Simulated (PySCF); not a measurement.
# What a change does: NMR shielding calculation on C$_{8}$H$_{14}$

System: C$_{8}$H$_{14}$ (1-methylcycloheptene), SMILES CC1=CCCCCC1.
Method of run A: GIAO PBE0/pcSseg-1 NMR shielding, non-relativistic, IEF-PCM water (PySCF 2.14.0).

The geometry comes from this level: PBE0-D3(BJ)/def2-SVP. Text and figures count atoms from 1; the logs count them from 0 in places.

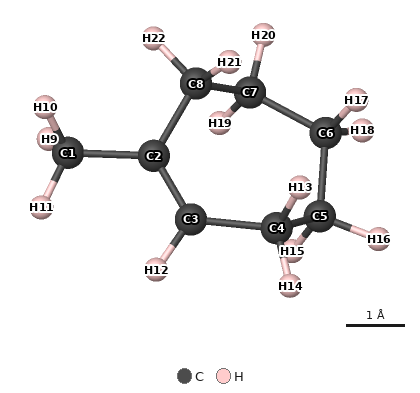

**Figure 1.** The input geometry (ball-and-stick view, seen at a tilt; atoms are numbered from 1 in the order of the input). Bond lengths as drawn: C–C 1.34 to 1.53 Å and C–H 1.10 to 1.11 Å.

## Input, run A
```
{"job": {"kind": "nmr", "xc": "PBE0", "basis": "pcSseg-1", "solvent": "water", "pop": false}, "charge": 0, "multiplicity": 1}
C      2.648225    -0.820907     0.438909
C      1.235027    -0.892778    -0.053922
C      0.435070    -1.925038     0.251740
C     -0.995434    -2.076443    -0.182588
C     -1.933702    -0.960358     0.285877
C     -1.772273     0.362358    -0.454822
C     -0.417005     1.048941    -0.322342
C      0.763670     0.265913    -0.902027
H      2.809215     0.089646     1.042021
H      3.357888    -0.762936    -0.404934
H      2.915910    -1.692047     1.054106
H      0.850633    -2.723585     0.877270
H     -1.049693    -2.138195    -1.287131
H     -1.378325    -3.040759     0.184794
H     -1.790364    -0.801654     1.368992
H     -2.975562    -1.299725     0.158063
H     -1.975332     0.191559    -1.528765
H     -2.555283     1.058861    -0.110140
H     -0.213425     1.274019     0.739455
H     -0.476676     2.023100    -0.836196
H      0.485659    -0.103208    -1.907357
H      1.606999     0.956501    -1.060633
```

The first line tells a small driver script what to run in PySCF; the rest is the geometry in Å.

Command:
```bash
OMP_NUM_THREADS=1 python <driver script> task.json out
```

Hardware: 1 CPU thread, shared host.

## Output (run A)
```
coarse grid: 17368 points
cycle   1  E = -312.7429418778  dE =  7.858e-01  |g| = 4.318e-01  |ddm| = 4.080e+00
cycle   2  E = -312.7366037150  dE =  6.338e-03  |g| = 4.743e-01  |ddm| = 8.614e-01
cycle   3  E = -312.7966586735  dE = -6.005e-02  |g| = 3.947e-02  |ddm| = 4.763e-01
cycle   4  E = -312.7969332292  dE = -2.746e-04  |g| = 1.816e-02  |ddm| = 5.495e-02
cycle   5  E = -312.7970064663  dE = -7.324e-05  |g| = 6.105e-03  |ddm| = 2.014e-02
cycle   6  E = -312.7970149325  dE = -8.466e-06  |g| = 2.027e-03  |ddm| = 6.298e-03
final grid: 164872 points
cycle   7  E = -312.8479425822  dE = -5.976e-05  |g| = 1.021e-02  |ddm| = 4.499e-02
cycle   8  E = -312.8479270007  dE =  1.558e-05  |g| = 1.295e-02  |ddm| = 2.100e-02
cycle   9  E = -312.8479702485  dE = -4.325e-05  |g| = 1.516e-03  |ddm| = 1.182e-02
cycle  10  E = -312.8479707916  dE = -5.431e-07  |g| = 3.366e-04  |ddm| = 1.370e-03
cycle  11  E = -312.8479708179  dE = -2.628e-08  |g| = 8.936e-05  |ddm| = 3.769e-04
cycle  12  E = -312.8479708197  dE = -1.772e-09  |g| = 3.012e-05  |ddm| = 1.161e-04
cycle  13  E = -312.8479708199  dE = -2.283e-10  |g| = 1.828e-06  |ddm| = 2.917e-05
converged SCF energy = -312.8479708199

GIAO shielding tensors (ppm)
atom      isotropic    diamagn.    paramagn.     s11        s22        s33       span
  0 C      156.414     244.834     -88.420    133.231    150.635    185.375     52.144
  1 C       31.106     260.210    -229.104    -90.012     31.429    151.901    241.912
  2 C       49.436     253.667    -204.230    -59.671     72.011    135.969    195.639
  3 C      153.968     247.733     -93.766    141.987    154.893    165.023     23.036
  4 C      155.252     245.807     -90.554    147.967    154.871    162.919     14.952
  5 C      148.711     246.354     -97.643    143.893    148.188    154.052     10.158
  6 C      156.382     246.763     -90.381    149.155    155.755    164.236     15.081
  7 C      148.578     247.437     -98.860    135.350    148.422    161.961     26.611
  8 H       29.270      28.869       0.401     25.488     27.953     34.369      8.881
  9 H       29.354      27.176       2.178     25.580     27.428     35.053      9.473
 10 H       29.612      28.535       1.077     25.507     28.363     34.965      9.459
 11 H       25.305      32.493      -7.189     22.526     25.164     28.225      5.699
 12 H       29.173      30.232      -1.059     26.463     27.429     33.627      7.164
 13 H       29.216      29.064       0.153     23.972     27.922     35.755     11.784
 14 H       30.301      30.372      -0.071     26.906     28.582     35.415      8.509
 15 H       29.721      28.849       0.872     24.391     28.222     36.550     12.158
 16 H       29.820      30.629      -0.809     26.063     28.599     34.799      8.736
 17 H       29.342      29.611      -0.269     24.045     28.053     35.929     11.884
 18 H       30.259      31.618      -1.359     26.388     29.250     35.139      8.751
 19 H       29.713      30.678      -0.965     24.183     28.482     36.472     12.289
 20 H       29.012      31.257      -2.245     26.854     27.272     32.910      6.056
 21 H       29.397      32.011      -2.614     24.204     29.253     34.734     10.530
```

The input of run B differs as follows (lines with − go, lines with + come):
```diff
-"solvent": "water"
-"pop": false
+"solvent": "cyclohexane"
+"pop": true
```

Predict how the results change.

The total energy of run B is 0.9 kcal/mol higher: the change of the electrostatic solvation energy at this fixed geometry, without cavity or dispersion terms. The dipole moment goes from 0.53 to 0.40 D. Of all shieldings, the largest change is that of C2, by +1.4 ppm. The SCF takes 14 iterations against 13.

## Output (run B)
```
coarse grid: 17368 points
cycle   1  E = -312.7395849200  dE =  7.889e-01  |g| = 4.390e-01  |ddm| = 4.080e+00
cycle   2  E = -312.7285395700  dE =  1.105e-02  |g| = 5.000e-01  |ddm| = 9.186e-01
cycle   3  E = -312.7951230349  dE = -6.658e-02  |g| = 4.322e-02  |ddm| = 5.265e-01
cycle   4  E = -312.7954569732  dE = -3.339e-04  |g| = 1.912e-02  |ddm| = 6.317e-02
cycle   5  E = -312.7955351259  dE = -7.815e-05  |g| = 7.043e-03  |ddm| = 2.223e-02
cycle   6  E = -312.7955463242  dE = -1.120e-05  |g| = 2.436e-03  |ddm| = 7.632e-03
cycle   7  E = -312.7955477665  dE = -1.442e-06  |g| = 2.637e-04  |ddm| = 2.073e-03
final grid: 164872 points
cycle   8  E = -312.8464987433  dE = -6.225e-05  |g| = 9.294e-03  |ddm| = 4.448e-02
cycle   9  E = -312.8464902016  dE =  8.542e-06  |g| = 1.104e-02  |ddm| = 1.902e-02
cycle  10  E = -312.8465220437  dE = -3.184e-05  |g| = 7.146e-04  |ddm| = 1.060e-02
cycle  11  E = -312.8465221450  dE = -1.012e-07  |g| = 2.751e-04  |ddm| = 9.367e-04
cycle  12  E = -312.8465221609  dE = -1.593e-08  |g| = 1.079e-04  |ddm| = 2.922e-04
cycle  13  E = -312.8465221635  dE = -2.560e-09  |g| = 3.747e-05  |ddm| = 1.242e-04
cycle  14  E = -312.8465221638  dE = -3.597e-10  |g| = 2.267e-06  |ddm| = 3.490e-05
converged SCF energy = -312.8465221638

GIAO shielding tensors (ppm)
atom      isotropic    diamagn.    paramagn.     s11        s22        s33       span
  0 C      155.896     244.632     -88.737    132.582    150.315    184.790     52.209
  1 C       32.463     260.111    -227.647    -88.280     33.936    151.733    240.013
  2 C       48.914     253.446    -204.532    -60.466     71.579    135.631    196.097
  3 C      153.510     247.605     -94.095    141.684    154.313    164.534     22.850
  4 C      155.189     245.667     -90.478    148.014    154.902    162.650     14.635
  5 C      148.313     246.256     -97.943    143.409    147.942    153.588     10.179
  6 C      156.253     246.676     -90.422    149.058    155.754    163.948     14.890
  7 C      148.266     247.343     -99.077    135.216    147.950    161.632     26.416
  8 H       29.334      28.932       0.402     25.577     28.026     34.397      8.820
  9 H       29.408      27.219       2.189     25.664     27.491     35.068      9.404
 10 H       29.639      28.522       1.117     25.557     28.399     34.962      9.406
 11 H       25.354      32.409      -7.055     22.566     25.170     28.324      5.758
 12 H       29.206      30.252      -1.045     26.504     27.479     33.636      7.132
 13 H       29.255      29.098       0.157     24.031     27.974     35.760     11.729
 14 H       30.248      30.311      -0.063     26.873     28.507     35.363      8.490
 15 H       29.779      28.891       0.887     24.451     28.298     36.587     12.136
 16 H       29.877      30.681      -0.803     26.121     28.679     34.832      8.711
 17 H       29.352      29.631      -0.279     24.077     28.075     35.905     11.828
 18 H       30.229      31.589      -1.360     26.377     29.209     35.101      8.723
 19 H       29.775      30.739      -0.964     24.253     28.566     36.506     12.253
 20 H       29.049      31.298      -2.249     26.908     27.323     32.917      6.009
 21 H       29.480      32.077      -2.597     24.315     29.345     34.780     10.465
```

## The two runs side by side

```csv
quantity,run A,run B
outcome,converged,converged
total energy (hartree),−312.847971,−312.846522
HOMO (eV),−6.54,−6.51
LUMO (eV),0.59,0.61
dipole moment (D),0.53,0.40
shielding of C1 (ppm),156.4,155.9
shielding of C2 (ppm),31.1,32.5
shielding of C3 (ppm),49.4,48.9
shielding of C4 (ppm),154.0,153.5
shielding of C6 (ppm),148.7,148.3
shielding of C7 (ppm),156.4,156.3
shielding of C8 (ppm),148.6,148.3
SCF iterations,13,14
basis functions,206,206
wall time (shared host),30 s,32 s
```
